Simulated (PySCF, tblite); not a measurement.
# C6H11NO2Si: geometry, infrared bands and NMR shifts

What infrared bands and NMR shifts should C6H11NO2Si (`CC[C@@]1(CC#N)CO[SiH2]O1`) show?

Programs: tblite 0.8.0 and PySCF 2.14.0, with density-fitted response routines of our own. Each step states its level of theory. These are calculated values for one molecule in the gas phase, unless marked as measured. Atoms count from 0, in the outputs and in this text.

### Step 1. The molecule as given

21 atoms, charge 0, multiplicity 1; geometry from: force field or distance geometry start.

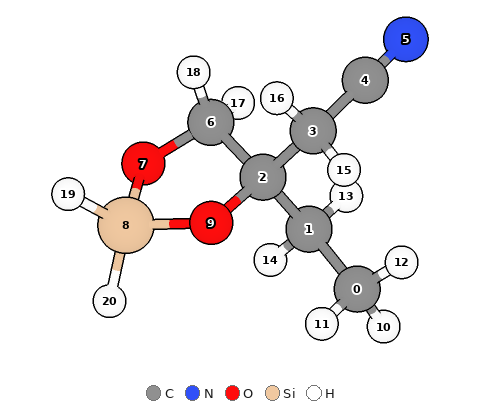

The starting geometry (carbon grey, nitrogen blue, oxygen red, silicon light orange, hydrogen white), atoms numbered.

### Step 2. Geometry optimisation with GFN2-xTB

Job settings and geometry (Å):

```
{"job": {"kind": "relax", "xc": "GFN2-xTB", "basis": "xTB"}, "charge": 0, "multiplicity": 1}
C      2.015800    -1.167400    -0.168300
C      0.731900    -0.633400    -0.835500
C     -0.159400     0.206100     0.116700
C      0.545200     1.464000     0.663600
C      0.955400     2.391300    -0.370500
N      1.256900     3.125300    -1.225900
C     -1.492900     0.611800    -0.607900
O     -2.394100    -0.495500    -0.493800
Si    -2.071700    -1.279700     0.950800
O     -0.569600    -0.607300     1.256300
H      2.540800    -1.818900    -0.865900
H      1.777700    -1.751200     0.731800
H      2.680000    -0.350000     0.116600
H      1.015200    -0.057700    -1.717000
H      0.175800    -1.500700    -1.188900
H      1.408500     1.162100     1.289000
H     -0.118400     1.973700     1.381500
H     -1.337700     0.841900    -1.662000
H     -1.971500     1.481100    -0.125200
H     -3.028800    -0.847600     1.998900
H     -1.968100    -2.730900     0.755200
```

Command:

```
$ OMP_NUM_THREADS=1 python probes_run.py task.json out
```

The driver reads the jobs from task.json and runs them one after another.

What it wrote:

```text
step      E/eV     max force
  0    -851.99713    2.897
  1    -851.90643    8.960
  2    -852.13977    0.479
  3    -852.16276    0.459
  4    -852.18817    0.320
  5    -852.19502    0.315
  6    -852.20925    0.242
  7    -852.21329    0.175
  8    -852.21644    0.102
  9    -852.21900    0.119
 10    -852.22241    0.164
 11    -852.22526    0.159
 12    -852.22749    0.095
 13    -852.22933    0.102
 14    -852.23143    0.114
 15    -852.23374    0.134
 16    -852.23593    0.114
 17    -852.23774    0.110
 18    -852.23923    0.087
 19    -852.24046    0.085
 20    -852.24160    0.098
 21    -852.24288    0.109
 22    -852.24432    0.089
 23    -852.24573    0.100
 24    -852.24699    0.094
 25    -852.24812    0.079
 26    -852.24905    0.071
 27    -852.24971    0.062
 28    -852.25021    0.061
 29    -852.25070    0.057
 30    -852.25124    0.054
 31    -852.25178    0.056
 32    -852.25219    0.045
 33    -852.25248    0.036
 34    -852.25271    0.038
 35    -852.25288    0.031
 36    -852.25301    0.024
 37    -852.25311    0.022
 38    -852.25320    0.022
 39    -852.25326    0.015
 40    -852.25329    0.011
 41    -852.25331    0.011
 42    -852.25334    0.012
 43    -852.25336    0.012
 44    -852.25338    0.011
 45    -852.25340    0.010
 46    -852.25342    0.010
 47    -852.25345    0.013
 48    -852.25347    0.012
 49    -852.25350    0.010
 50    -852.25352    0.011
 51    -852.25354    0.010
 52    -852.25356    0.009
```

Wall time 1.4 s (1 thread of Intel Xeon at 2.50GHz, shared host); peak memory 0.18 GiB.

Along the way: (not every step is listed) (the energy doesn't fall at every step)

```tsv
step	energy from step 0 (eV)	largest force (eV/Å)
0	0.0000	2.8965
1	0.0907	8.9602
2	-0.1426	0.4792
3	-0.1656	0.4591
4	-0.1910	0.3204
5	-0.1979	0.3154
6	-0.2121	0.2418
7	-0.2162	0.1754
8	-0.2193	0.1016
11	-0.2281	0.1587
14	-0.2343	0.1144
17	-0.2406	0.1103
20	-0.2445	0.0975
23	-0.2486	0.0999
26	-0.2519	0.0713
29	-0.2536	0.0570
32	-0.2551	0.0450
35	-0.2558	0.0310
38	-0.2561	0.0222
41	-0.2562	0.0109
44	-0.2563	0.0110
47	-0.2563	0.0130
48	-0.2563	0.0121
49	-0.2564	0.0104
50	-0.2564	0.0114
51	-0.2564	0.0100
52	-0.2564	0.0088
```

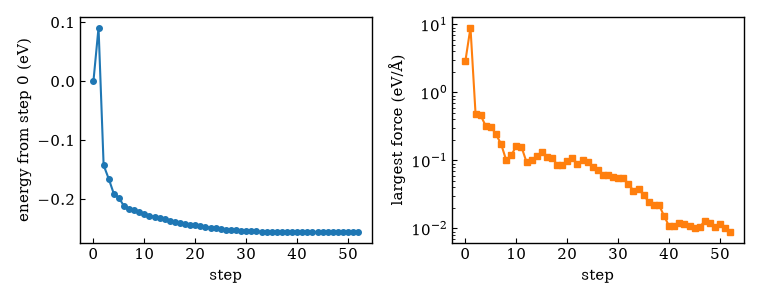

Energy and largest force along the relaxation.

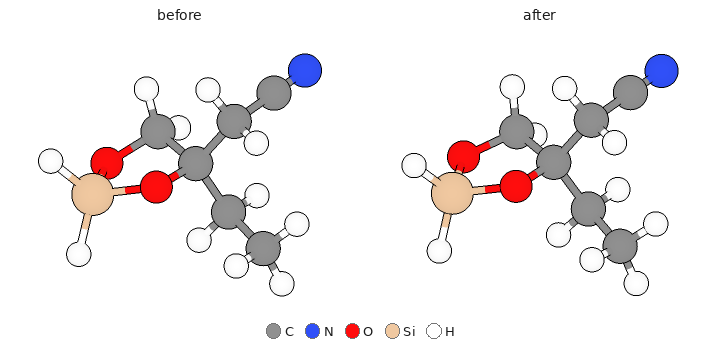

Before and after, at one scale.

Close pairs (by a distance rule), those that changed most:

```tsv
bond	before (Å)	after (Å)	change (Å)
C2–O9	1.459	1.407	-0.052
C6–O7	1.432	1.396	-0.036
O7–Si8	1.675	1.639	-0.036
Si8–O9	1.674	1.639	-0.035
Si8–H19	1.484	1.453	-0.031
C4–N5	1.167	1.143	-0.024
C2–C6	1.571	1.551	-0.020
C0–C1	1.542	1.525	-0.017
```

The next job starts from the end point, and lists it.

### Step 3. Infrared spectrum with GFN2-xTB

Job settings and geometry (Å):

```
{"job": {"kind": "ir", "xc": "GFN2-xTB", "basis": "xTB"}, "charge": 0, "multiplicity": 1}
C      1.977829    -1.158500    -0.140277
C      0.746660    -0.587587    -0.835566
C     -0.173811     0.199944     0.108901
C      0.519732     1.447006     0.685308
C      0.919732     2.354474    -0.354528
N      1.236473     3.070226    -1.187813
C     -1.483429     0.580146    -0.630814
O     -2.440202    -0.396304    -0.348662
Si    -2.039447    -1.276947     0.974662
O     -0.555177    -0.616181     1.189274
H      2.473015    -1.873964    -0.791581
H      1.685437    -1.666286     0.775880
H      2.692381    -0.374980     0.101205
H      1.047974     0.063767    -1.659166
H      0.151639    -1.408802    -1.242700
H      1.397552     1.137398     1.256851
H     -0.167147     1.957024     1.366650
H     -1.332009     0.626244    -1.711773
H     -1.852952     1.553353    -0.287305
H     -2.829605    -0.937567     2.145281
H     -1.983562    -2.675523     0.585702
```

What it wrote:

```text
mode    cm-1     km/mol
  1      45.0      4.54
  2      62.0      0.53
  3     103.4      3.09
  4     121.6      1.77
  5     144.7     12.10
  6     214.7      4.75
  7     247.0      0.16
  8     301.5      3.15
  9     313.6      5.30
 10     389.8      0.47
 11     404.1      1.98
 12     425.6      7.30
 13     480.4      8.67
 14     490.6     12.90
 15     537.0     12.15
 16     617.5    143.74
 17     643.5     23.07
 18     690.5     56.46
 19     780.2      0.86
 20     807.4    159.48
 21     817.8    132.15
 22     828.3    204.33
 23     873.8     96.06
 24     883.5     14.62
 25     947.4     20.17
 26    1005.1     13.91
 27    1023.8     75.26
 28    1034.8     21.02
 29    1043.1     30.55
 30    1093.6      2.80
 31    1111.6    129.25
 32    1137.8     75.66
 33    1165.8      4.03
 34    1181.2      9.13
 35    1234.5     15.08
 36    1258.1      5.20
 37    1275.5     51.90
 38    1318.1      6.60
 39    1337.9      1.17
 40    1408.6      3.58
 41    1426.3     14.15
 42    1470.5      0.80
 43    1488.7      1.15
 44    1497.3      3.56
 45    1508.3      2.20
 46    2338.6    411.66
 47    2370.7    139.84
 48    2412.3    202.95
 49    2911.4     51.17
 50    2959.4     10.59
 51    2967.2     17.43
 52    2973.2     34.10
 53    2980.8     20.99
 54    2982.2     10.16
 55    3034.5     39.60
 56    3042.9     24.67
 57    3046.8     23.76
```

It took 2.5 s on 1 thread of Intel Xeon at 2.50GHz, shared host; peak memory 0.18 GiB.

Which atoms move in the most intense modes:

```tsv
cm⁻¹	km/mol	atoms
618	143.7	H19 39 %, H20 37 %, Si8 15 %
807	159.5	O9 17 %, Si8 17 %
818	132.2	H19 28 %, H20 26 %, O7 14 %
828	204.3	H20 17 %, O7 17 %, Si8 17 %, H19 16 %
1112	129.2	C6 43 %, O7 40 %
2339	411.7	H20 51 %, H19 44 %
2371	139.8	H19 53 %, H20 46 %
2412	202.9	C4 60 %, N5 39 %
```

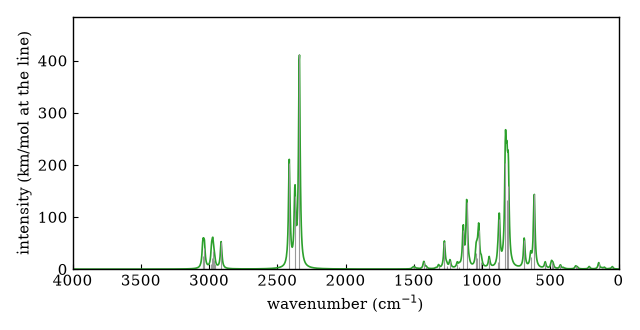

The infrared spectrum from these modes, unscaled. Lines are broadened to a width of 14 cm⁻¹ (Lorentzian).

### Step 4. Nuclear shieldings: PBE0/pcSseg-1

Same as in step 3 but for these lines:

```diff
@@ -1,2 +1,2 @@
-{"job": {"kind": "ir", "xc": "GFN2-xTB", "basis": "xTB"}, "charge": 0, "multiplicity": 1}
+{"job": {"kind": "nmr", "xc": "PBE0", "basis": "pcSseg-1"}, "charge": 0, "multiplicity": 1}
 C      1.977829    -1.158500    -0.140277
```

Level: GIAO PBE0/pcSseg-1 NMR shielding, non-relativistic, gas phase.

What it wrote:

```text
coarse grid: 18200 points
cycle   1  E = -729.0437675241  dE =  1.582e+00  |g| = 9.894e-01  |ddm| = 4.201e+00
cycle   2  E = -728.7197534708  dE =  3.240e-01  |g| = 1.634e+00  |ddm| = 2.284e+00
cycle   3  E = -729.2146021171  dE = -4.948e-01  |g| = 2.641e-01  |ddm| = 1.579e+00
cycle   4  E = -729.2275781297  dE = -1.298e-02  |g| = 1.037e-01  |ddm| = 2.277e-01
cycle   5  E = -729.2296538261  dE = -2.076e-03  |g| = 2.550e-02  |ddm| = 8.806e-02
cycle   6  E = -729.2297980329  dE = -1.442e-04  |g| = 4.321e-03  |ddm| = 2.615e-02
cycle   7  E = -729.2298019557  dE = -3.923e-06  |g| = 1.063e-03  |ddm| = 4.479e-03
final grid: 171680 points
cycle   8  E = -729.3108970616  dE = -5.896e-05  |g| = 1.300e-02  |ddm| = 4.267e-02
cycle   9  E = -729.3108681108  dE =  2.895e-05  |g| = 1.816e-02  |ddm| = 2.426e-02
cycle  10  E = -729.3109302015  dE = -6.209e-05  |g| = 1.492e-03  |ddm| = 1.473e-02
cycle  11  E = -729.3109306451  dE = -4.436e-07  |g| = 2.709e-04  |ddm| = 1.479e-03
cycle  12  E = -729.3109306591  dE = -1.404e-08  |g| = 1.083e-04  |ddm| = 3.187e-04
cycle  13  E = -729.3109306608  dE = -1.696e-09  |g| = 6.452e-05  |ddm| = 1.176e-04
cycle  14  E = -729.3109306616  dE = -8.058e-10  |g| = 1.688e-05  |ddm| = 5.196e-05
converged SCF energy = -729.3109306616

GIAO shielding tensors (ppm)
atom      isotropic    diamagn.    paramagn.     s11        s22        s33       span
  0 C      177.767     247.386     -69.619    169.366    175.450    188.484     19.118
  1 C      153.277     249.965     -96.689    134.114    156.621    169.095     34.980
  2 C      106.441     247.176    -140.734     83.312     93.519    142.493     59.181
  3 C      160.860     248.841     -87.981    142.351    159.121    181.106     38.755
  4 C       64.781     262.396    -197.615    -50.602    -47.318    292.262    342.864
  5 N      -35.753     340.478    -376.231   -207.458   -202.579    302.777    510.236
  6 C      108.959     247.201    -138.242     84.689    103.705    138.482     53.794
  7 O      303.623     395.182     -91.559    250.450    277.625    382.795    132.345
  8 Si     351.606     882.330    -530.724    329.536    334.168    391.115     61.579
  9 O      265.033     399.419    -134.386    221.159    274.321    299.618     78.459
 10 H       30.587      28.657       1.929     25.596     27.529     38.635     13.039
 11 H       30.209      30.826      -0.616     24.727     30.476     35.425     10.698
 12 H       30.737      30.496       0.240     25.586     29.734     36.889     11.303
 13 H       29.626      33.906      -4.280     25.836     28.488     34.553      8.717
 14 H       30.022      33.654      -3.633     24.595     31.069     34.400      9.805
 15 H       28.684      30.230      -1.546     25.196     28.087     32.769      7.572
 16 H       29.473      29.820      -0.347     24.789     29.001     34.628      9.838
 17 H       27.339      31.785      -4.446     23.421     27.858     30.739      7.317
 18 H       27.657      31.918      -4.261     21.940     28.638     32.392     10.452
 19 H       26.673      29.694      -3.021     22.838     23.564     33.617     10.779
 20 H       26.656      30.308      -3.652     22.878     23.936     33.153     10.275
```

Wall time 2.2 min (1 thread of Intel Xeon at 2.50GHz, shared host); peak memory 1.1 GiB.

Shifts follow as δ = σ(reference) − σ, with reference shieldings (ppm) from runs at the same level and on the same kind of geometry: ¹H TMS 31.72, ¹³C TMS 186.9, ²⁹Si TMS 349.2, ¹⁵N NH3 267.7, ¹⁷O H2O 336.1. The references are single molecules in the gas phase, so shifts against H2O, NH3, PH3, H3PO4 or CFCl3 are not on the usual liquid scales and can be off by tens of ppm. Atoms listed in one row are averaged.

```tsv
atoms	environment	σ (ppm)	δ (ppm)	δ scaled to CDCl3
C4	nitrile carbon	64.8	122.1	117.3
C2	fully substituted sp3 carbon bonded to O	106.4	80.5	76.6
C6	sp3 CH2 bonded to O	109.0	78.0	74.2
C1	sp3 CH2	153.3	33.6	30.9
C3	sp3 CH2 α to a nitrile	160.9	26.1	23.5
C0	methyl carbon	177.8	9.2	7.0
H20	hydrogen on a silicon bonded to 2 O, in a 5-membered ring	26.66	5.06	–
H19	hydrogen on a silicon bonded to 2 O, in a 5-membered ring	26.67	5.04	–
H17	hydrogen on an sp3 CH2 bonded to O	27.34	4.38	4.23
H18	hydrogen on an sp3 CH2 bonded to O	27.66	4.06	3.93
H15	hydrogen on an sp3 CH2 α to a nitrile	28.68	3.03	2.96
H16	hydrogen on an sp3 CH2 α to a nitrile	29.47	2.24	2.22
H13	hydrogen on an sp3 CH2	29.63	2.09	2.08
H14	hydrogen on an sp3 CH2	30.02	1.70	1.70
H10, H11, H12	hydrogen on a methyl carbon	30.51	1.21	1.24
N5	nitrile nitrogen	-35.8	303.5	–
O9	oxygen bonded to C, Si, in a 5-membered ring	265.0	71.0	–
O7	oxygen bonded to C, Si, in a 5-membered ring	303.6	32.5	–
Si8	silicon bonded to 2 O, 2 H, in a 5-membered ring	351.6	-2.4	–
```

The scaled column applies a straight-line fit of computed shieldings to shifts measured in CDCl3 (root-mean-square error 0.16 ppm for H, 1.9 ppm for C).

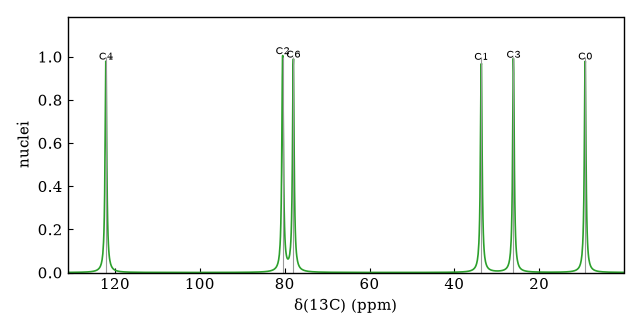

¹³C lines at the computed shifts, without couplings. Lines are broadened to a width of 0.45 ppm (Lorentzian).

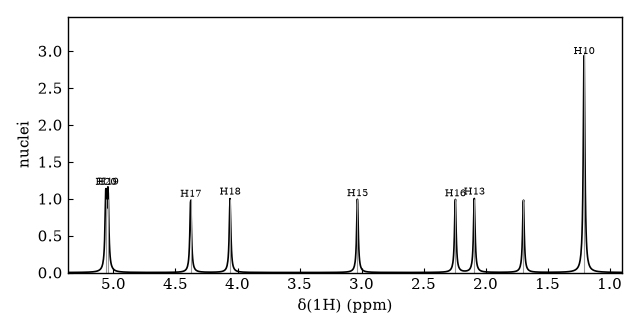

¹H lines at the computed shifts, without couplings. Lines are broadened to a width of 0.02 ppm (Lorentzian).

Charges from the same density, by scheme (e):

```tsv
atoms	Mulliken	IAO	Hirshfeld	ESP fit
C0	-0.25	-0.42	-0.12	-0.35
C1	-0.16	-0.27	-0.08	0.12
C2	-0.25	0.22	0.09	0.43
C3	-0.07	-0.31	-0.05	-0.73
C4	0.04	0.13	0.09	0.51
N5	-0.24	-0.25	-0.23	-0.51
C6	0.25	-0.07	0.00	0.14
O7	-0.62	-0.65	-0.24	-0.52
Si8	0.97	1.21	0.47	0.84
O9	-0.61	-0.66	-0.22	-0.52
```

Mulliken charges:

C0 -0.25; C1 -0.16; C2 -0.25; C3 -0.07; C4 0.04; N5 -0.24; C6 0.25; O7 -0.62; Si8 0.97; O9 -0.61; H10 0.12; H11 0.12; H12 0.11; H13 0.14; H14 0.12; H15 0.18; H16 0.17; H17 0.13; H18 0.11; H19 -0.13; H20 -0.13

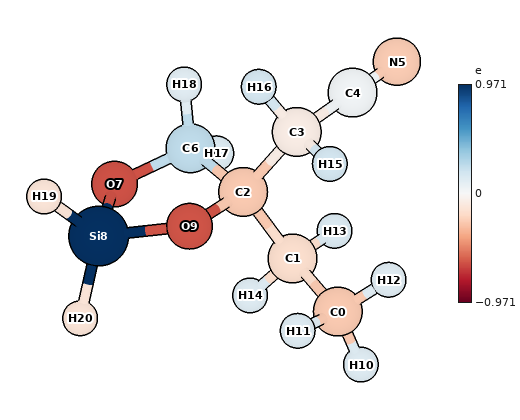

Mulliken charges, as colours on the atoms.

Mayer bond orders: C0–C1 1.06, C1–C2 0.97, C2–C3 0.99, C3–C4 1.00, C4–N5 3.04, C2–C6 0.98, C6–O7 0.89, O7–Si8 0.98, Si8–O9 0.95, O9–C2 0.85.

Ring of atoms C2, C6, O7, Si8, O9: NICS(0) -7.6, NICS(1) -2.6, NICS(1)zz -5.1 ppm (means of both faces).

### Step 5. Summary of results

```
                                                              quantity                                                     value
                             strongest single infrared mode (GFN2-xTB)                                     2339 cm⁻¹, 412 km/mol
                                          zero-point energy (GFN2-xTB)                                            101.8 kcal/mol
                                ¹³C shifts against TMS (PBE0/pcSseg-1)                    122.1, 80.5, 78.0, 33.6, 26.1, 9.2 ppm
¹H shifts against TMS (PBE0/pcSseg-1, means over atoms taken as alike)  5.06, 5.04, 4.38, 4.06, 3.03, 2.24, 2.09, 1.70, 1.21 ppm
                                ¹⁵N shifts against NH3 (PBE0/pcSseg-1)                                                 303.5 ppm
                                ¹⁷O shifts against H2O (PBE0/pcSseg-1)                                            71.0, 32.5 ppm
                               ²⁹Si shifts against TMS (PBE0/pcSseg-1)                                                  -2.4 ppm
```

What this shows: The optimisation took 52 steps and gained 0.256 eV; among the close pairs (by a distance rule), C2–O9 changed most, from 1.459 to 1.407 Å. All 57 modes are real, so the xTB geometry is a minimum. The strongest single mode, at 2339 cm⁻¹, moves mainly H20 and H19. GFN2-xTB is a fitted tight-binding method: band positions and strengths are rough. Its intensities can rank the bands wrongly. C4 (nitrile carbon) lies farthest downfield among carbon, at 122.1 ppm; C≡N carbons fall here, among the sp2 signals but without a proton. At PBE0/pcSseg-1: The largest span, 510 ppm, is at N5, where the paramagnetic term is -376 ppm.
